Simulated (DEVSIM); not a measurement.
Device: Al0.25Ga0.75As/GaAs p-n heterojunction, at 350 K.

| layer (left to right) | material | thickness (μm) | Nd (cm⁻³) | Na (cm⁻³) | τn (s) | τp (s) |
|---|---|---|---|---|---|---|
| 1 | Al0.25Ga0.75As | 1.00 | - | 3.6e17 | 7.3e-10 | 7.3e-10 |
| 2 | GaAs | 0.110 | 2e16 | - | 7.3e-10 | 7.3e-10 |

Left contact: ohmic. Right contact: ohmic. Voltage is applied to the left contact. Recombination: SRH at mid-gap, radiative, Auger. Mobility is μmin + (μ − μmin)/(1 + (N/Nref)^α).

This is a model device: material constants are rounded textbook-type values typed into the input, and sizes, dopings and lifetimes were drawn at random. Values at 300 K; Nc and Nv go as T^1.5, mobilities as T to minus their exponent, the gap by Varshni's rule with the affinity fixed.

| parameter | Al0.25Ga0.75As | GaAs |
|---|---|---|
| gap (eV) | 1.7357 | 1.424 |
| affinity (eV) | 3.8725 | 4.07 |
| permittivity | 12.19 | 12.9 |
| Nc (cm⁻³) | 6.5e17 | 4.7e17 |
| Nv (cm⁻³) | 9e18 | 9e18 |
| μn (cm²/Vs) | 4375 | 8500 |
| μp (cm²/Vs) | 221 | 400 |
| μn,min | 500 | 500 |
| μp,min | 20 | 20 |
| Nref,n | 6e16 | 6e16 |
| Nref,p | 1.5e17 | 1.5e17 |
| αn | 0.39 | 0.39 |
| αp | 0.38 | 0.38 |
| T exponent of μn | 2.1 | 2.1 |
| T exponent of μp | 2.2 | 2.2 |
| B (cm³/s) | 2e-10 | 2e-10 |
| Cn (cm⁶/s) | 1e-30 | 1e-30 |
| Cp (cm⁶/s) | 1e-30 | 1e-30 |
| Varshni α (eV/K) | 0.000541 | 0.000541 |
| Varshni β (K) | 204 | 204 |

Simulated with DEVSIM: 1D drift-diffusion, Boltzmann statistics, complete ionisation; no tunnelling, impact ionisation, image-force lowering or self-heating. Band offsets follow the typed affinities; no thermionic-emission limit at abrupt steps, no polarisation charge.

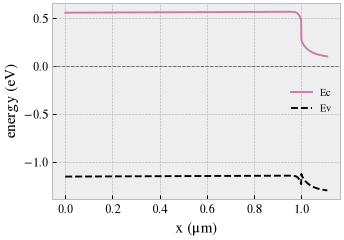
Figure: Band edges at 1.05 V on the left contact

Energies count from the Fermi level of the right contact; mesh points crowd at the junctions.

```tsv
x (μm)	Ec (eV)	Ev (eV)	n (cm⁻³)	p (cm⁻³)	field (V/cm)
0.000	0.559	-1.154	< 1e2	3.6e17	100
0.004409	0.559	-1.154	2.6e7	3.6e17	100
0.01213	0.559	-1.154	7.3e7	3.6e17	100
0.02756	0.559	-1.154	1.6e8	3.6e17	100
0.07089	0.559	-1.153	4.2e8	3.6e17	100
0.1398	0.560	-1.153	8.2e8	3.6e17	100
0.2713	0.561	-1.151	1.6e9	3.6e17	100
0.6087	0.565	-1.148	3.4e9	3.6e17	100
0.7888	0.567	-1.146	4.3e9	3.6e17	100
0.8917	0.568	-1.145	4.8e9	3.6e17	100
0.9456	0.568	-1.145	5.1e9	3.6e17	-53
0.9795	0.559	-1.154	7.3e9	2.6e17	-12000
0.9916	0.527	-1.186	2.1e10	9.0e16	-45000
0.9976	0.492	-1.221	6.8e10	2.7e16	-73000
1.003	0.257	-1.144	1.2e14	3.5e17	-60000
1.009	0.226	-1.175	3.3e14	1.2e17	-39000
1.021	0.190	-1.211	1.1e15	3.7e16	-25000
1.042	0.150	-1.251	4.1e15	9.2e15	-14000
1.079	0.116	-1.285	1.3e16	1.8e15	-5600
1.095	0.108	-1.293	1.6e16	7.9e14	-4200
1.104	0.104	-1.296	1.9e16	2.9e14	-3800
1.110	0.102	-1.299	2.0e16	< 1e2	-3700
```
